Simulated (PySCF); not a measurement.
**BBrCl2 (SMILES ClB(Cl)Br): SCS-MP2/cc-pVDZ**

What is the vertical singlet–triplet gap of BBrCl2 at SCS-MP2/cc-pVDZ? Input form: a Python script.

Program for the calculation: PySCF 2.14.0.

2 further runs of the same task are left out: 2 set aside as unsound or not needed.

## (1) The structure to begin with

BBrCl2 has 4 atoms, charge 0, and is taken as a singlet. As SMILES, `ClB(Cl)Br`. The coordinates come from a PBE0-D4/def2-TZVP relaxation.

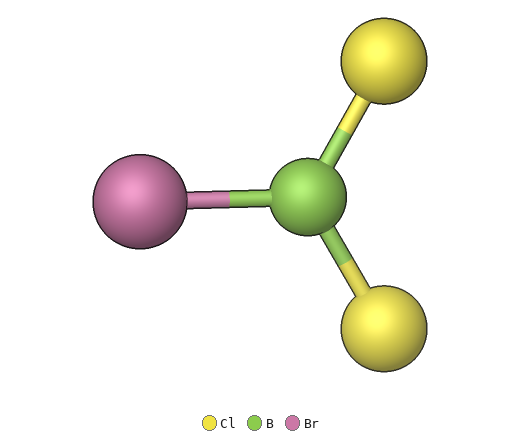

The structure, seen from a chosen angle (chlorine yellow, boron green, bromine pink).

## (2) The energy at SCS-MP2/cc-pVDZ

Input file job.py:

```python
# ClB(Cl)Br
from pyscf import gto, mp

mol = gto.Mole()
mol.atom = 'Cl 0.582100 0.666000 1.510800; B 0.037200 -0.038100 0.022100; Cl 0.444300 -1.679200 -0.365600; Br -1.008100 0.991100 -1.187600'
mol.verbose = 3
mol.spin = 0
mol.basis = 'cc-pvdz'
mol.max_memory = 1860
mol.build()

mf = mol.RHF()
mf.conv_tol = 1e-10
mf.kernel()
if not mf.converged:
    mf = mf.newton().run(mf.mo_coeff, mf.mo_occ)

pt = mp.MP2(mf, frozen=20).run()
e_tot = mf.e_tot + 1.2 * pt.e_corr_os + pt.e_corr_ss / 3
print(f'total energy: {e_tot:.8f} hartree')
```

Started as:

```
$ OMP_NUM_THREADS=1 python job.py
```

The program printed:

```text
converged SCF energy = -3516.19932344626
E(RMP2) = -3516.6791282084  E_corr = -0.479804762136741
E(SCS-RMP2) = -3516.65631620765  E_corr = -0.456992761392364
total energy: -3516.65631621 hartree
```

Run time: 2.2 s. Hardware: 1 thread of Arm Neoverse V1, shared host; peak memory 0.17 GiB.

## (3) The triplet at the same level

Input file job.py:

```python
from pyscf import gto, scf, mp

mol = gto.M(
    atom=[
    ('Cl', (0.582100, 0.666000, 1.510800)),
    ('B', (0.037200, -0.038100, 0.022100)),
    ('Cl', (0.444300, -1.679200, -0.365600)),
    ('Br', (-1.008100, 0.991100, -1.187600)),
],
    spin=2,
    basis='cc-pvdz',
    verbose=4,
    max_memory=1860,
    charge=0,
)

myscf = scf.UHF(mol)
myscf.conv_tol = 1e-10
myscf.kernel()
if not myscf.converged:
    myscf = myscf.newton().run(myscf.mo_coeff, myscf.mo_occ)

pt = mp.MP2(myscf, frozen=20).run()
energy = myscf.e_tot + 1.2 * pt.e_corr_os + pt.e_corr_ss / 3
print('E(%s) = %.9f' % ('SCS-MP2', energy))
```

Started as:

```
$ OMP_NUM_THREADS=1 python job.py
```

The program printed:

```text
PySCF version 2.14.0

[INPUT] num. atoms = 4
[INPUT] num. electrons = 74
[INPUT] charge = 0
[INPUT] spin (= nelec alpha-beta = 2S) = 2
[INPUT] symmetry False subgroup None
[INPUT] Mole.unit = angstrom
[INPUT] Symbol           X                Y                Z      unit          X                Y                Z       unit  Magmom
[INPUT]  1 Cl     0.582100000000   0.666000000000   1.510800000000 AA    1.100009577109   1.258557598960   2.854998228993 Bohr   0.0
[INPUT]  2 B      0.037200000000  -0.038100000000   0.022100000000 AA    0.070297811834  -0.071998565346   0.041762947353 Bohr   0.0
[INPUT]  3 Cl     0.444300000000  -1.679200000000  -0.365600000000 AA    0.839605317144  -3.173228108370  -0.690883871141 Bohr   0.0
[INPUT]  4 Br    -1.008100000000   0.991100000000  -1.187600000000 AA   -1.905032906174   1.872907562056  -2.244238745533 Bohr   0.0

nuclear repulsion = 351.409229285603
number of shells = 21
number of NR pGTOs = 185
number of NR cGTOs = 77
basis = cc-pvdz
ecp = {}

******** <class 'pyscf.scf.uhf.UHF'> ********
method = UHF
initial guess = minao
damping factor = 0
level_shift factor = 0
DIIS = <class 'pyscf.scf.diis.CDIIS'>
diis_start_cycle = 1
diis_space = 8
diis_damp = 0
SCF conv_tol = 1e-10
SCF conv_tol_grad = None
SCF max_cycles = 50
direct_scf = True
direct_scf_tol = 1e-13
number electrons alpha = 38  beta = 36
Set gradient conv threshold to 1e-05
init E= -3515.80265045227
[... the frontier-level lines of each cycle are left out ...]


cycle= 1 E= -3515.91936108334  delta_E= -0.117  |g|= 0.264  |ddm|= 1.76
cycle= 2 E= -3515.96859269733  delta_E= -0.0492  |g|= 0.135  |ddm|= 0.482
cycle= 3 E= -3515.98299666127  delta_E= -0.0144  |g|= 0.0475  |ddm|= 0.142
cycle= 4 E= -3515.98859121534  delta_E= -0.00559  |g|= 0.0234  |ddm|= 0.133
cycle= 5 E= -3515.991002854  delta_E= -0.00241  |g|= 0.0146  |ddm|= 0.08
cycle= 6 E= -3515.99228077139  delta_E= -0.00128  |g|= 0.00626  |ddm|= 0.0734
cycle= 7 E= -3515.99250213665  delta_E= -0.000221  |g|= 0.00218  |ddm|= 0.0347
cycle= 8 E= -3515.9925198691  delta_E= -1.77e-05  |g|= 0.000611  |ddm|= 0.0111
cycle= 9 E= -3515.99252076381  delta_E= -8.95e-07  |g|= 0.000193  |ddm|= 0.00235
cycle= 10 E= -3515.99252082283  delta_E= -5.9e-08  |g|= 9.54e-05  |ddm|= 0.000515
cycle= 11 E= -3515.99252084101  delta_E= -1.82e-08  |g|= 3.71e-05  |ddm|= 0.0004
cycle= 12 E= -3515.99252084263  delta_E= -1.63e-09  |g|= 1.22e-05  |ddm|= 0.000112
cycle= 13 E= -3515.99252084294  delta_E= -3.06e-10  |g|= 2.45e-06  |ddm|= 4.17e-05
cycle= 14 E= -3515.99252084295  delta_E= -1.46e-11  |g|= 1.01e-06  |ddm|= 6.29e-06
Extra cycle  E= -3515.99252084295  delta_E= -1.82e-12  |g|= 6.23e-07  |ddm|= 2.18e-06
converged SCF energy = -3515.99252084295  <S^2> = 2.019812  2S+1 = 3.0131791

******** <class 'pyscf.mp.ump2.UMP2'> ********
nocc = (np.int64(18), np.int64(16)), nmo = (57, 57)
frozen orbitals 20
E(UMP2) = -3516.45189407058  E_corr = -0.459373227628369
E(SCS-UMP2) = -3516.42962440999  E_corr = -0.43710356703245
E_corr(same-spin) = -0.131704968601839
E_corr(oppo-spin) = -0.327668259026531
E(SCS-MP2) = -3516.429624410
```

Wall time 3.3 s (1 thread of Arm Neoverse V1, shared host); peak memory 0.17 GiB.

## (4) Results

Level: SCS-MP2/cc-pVDZ, 20 core orbitals frozen.

| quantity | value |
| --- | --- |
| singlet: total energy | -3516.65632 Eh |
| singlet: dipole moment (Hartree–Fock density) | 0.04 D |
| singlet: HOMO energy (Hartree–Fock orbitals) | -11.67 eV |
| singlet: LUMO energy (Hartree–Fock orbitals) | 2.08 eV |
| singlet: HOMO–LUMO gap (Hartree–Fock orbitals) | 13.75 eV |
| singlet: correlation energy (20 core orbitals frozen) | -457.0 mEh |
| triplet: total energy | -3516.42962 Eh |
| triplet: dipole moment (Hartree–Fock density) | 5.11 D |
| triplet: HOMO energy (Hartree–Fock orbitals) (highest over α and β) | -6.03 eV |
| triplet: LUMO energy (Hartree–Fock orbitals) (lowest over α and β) | -3.51 eV |
| triplet: correlation energy (20 core orbitals frozen) | -437.1 mEh |
| triplet: ⟨S²⟩ of the reference determinant | 2.020 |
| vertical energy of the triplet above the singlet | 6.169 eV |

**Reading.** At this shape the triplet lies 6.17 eV (142 kcal/mol) above the singlet. Mulliken charges (singlet) of the mean-field density run from -0.11 on Br4 to +0.31 on B2; they depend strongly on the basis. Mulliken charges (triplet) of the mean-field density run from -0.18 on Cl3 to +0.40 on Br4.
